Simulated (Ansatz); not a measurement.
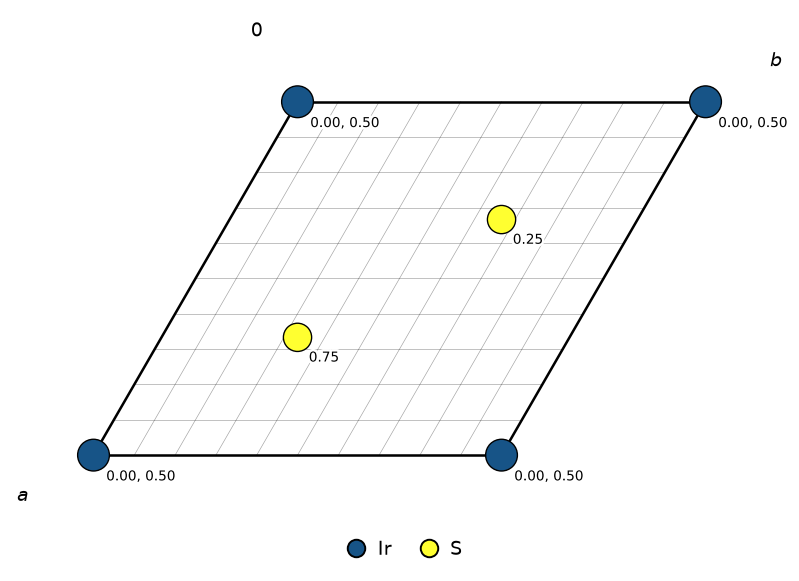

Plan of a unit cell projected along c (a down the page, b across); the numbers are heights as fractions of c, and atoms on the cell's edges are repeated. The grid marks tenths of a and b. Source: the end point of a relaxation with DFT PBEsol, scalar-relativistic, plane waves, PAW in Ansatz 0.2.0; the starting structure was generated, so it need not be a known form of this composition. The drawing is computed from the coordinates (standard cell, symmetry found to 0.002 Å).

a = 3.544 Å, b = 3.544 Å, c = 5.442 Å, α = 90.00°, β = 90.00°, γ = 120.00°.

What does the cell contain?

Answer. 2 Ir, 2 S: IrS, Z = 2.

Which space group?

Answer. P6_3/mmc (No. 194), primitive hexagonal.

Give the independent sites, coordinates to two places.

Answer.
```csv
atom,site,symmetry,x,y,z
Ir,2a,-3m.,0.00,0.00,0.00
S,2c,-6m2,0.33,0.67,0.25
```
